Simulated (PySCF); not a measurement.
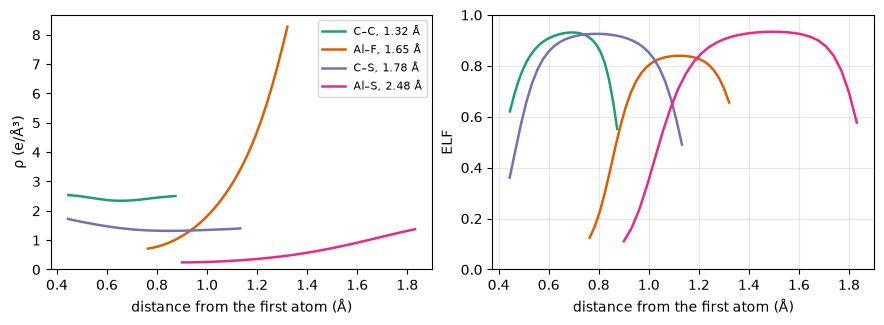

The picture shows: C$_{6}$H$_{12}$AlFS. Total electron density and ELF along straight lines between neighbouring atoms. The curves leave out the atomic cores.

Geometry: GFN2-xTB.

All numbers below come from PBE0/pcSseg-1, SCF density, gas phase, non-relativistic in PySCF 2.14.0.

The calculation's input:

```
{"job": {"kind": "nmr", "xc": "PBE0", "basis": "pcSseg-1"}, "charge": 0, "multiplicity": 1}
C     -3.675083     0.559943     1.213361
C     -2.375646     0.606561     0.992530
C     -1.570998    -0.530453     0.437625
C     -0.950407    -0.155627    -0.869556
C      0.311861    -0.372520    -1.209556
S      1.491344    -1.172349    -0.148819
C      2.962584    -1.078536    -1.198780
Al     2.028708     1.058726     0.799141
F      0.804813     1.294775     1.882317
H     -4.214906     1.400349     1.614909
H     -4.256739    -0.325396     1.010377
H     -1.807391     1.500922     1.207364
H     -0.781568    -0.802463     1.146482
H     -2.216146    -1.401753     0.289614
H     -1.606641     0.321788    -1.585761
H      0.708351    -0.109642    -2.177260
H      2.738890    -1.516331    -2.167205
H      3.738880    -1.654522    -0.704483
H      3.279961    -0.039547    -1.297413
H      3.415799     0.608059     1.312983
H      1.965414     1.824958    -0.548342
```

Command:

```sh
OMP_NUM_THREADS=1 python probes_run.py task.json out
```

**What can be read from the curves?**

C–C (1.32 Å): ρ is about 2.3 e/Å³ halfway; the ELF peaks at about 0.95 between the atoms; a short, multiple covalent bond.
Al–F (1.65 Å): the density is about 0.84 e/Å³ at the midpoint; the ELF peaks at about 0.85 in the valence shell of F, 0.5 Å from its nucleus, and is about 0.30 at the midpoint.
C–S (1.78 Å): the density is about 1.3 e/Å³ at the midpoint; the ELF peaks at about 0.95 between the atoms, as expected for a shared electron pair.
Al–S (2.48 Å): ρ at the midpoint is about 0.39 e/Å³; the ELF peaks at about 0.95 between the atoms (a polar covalent bond).
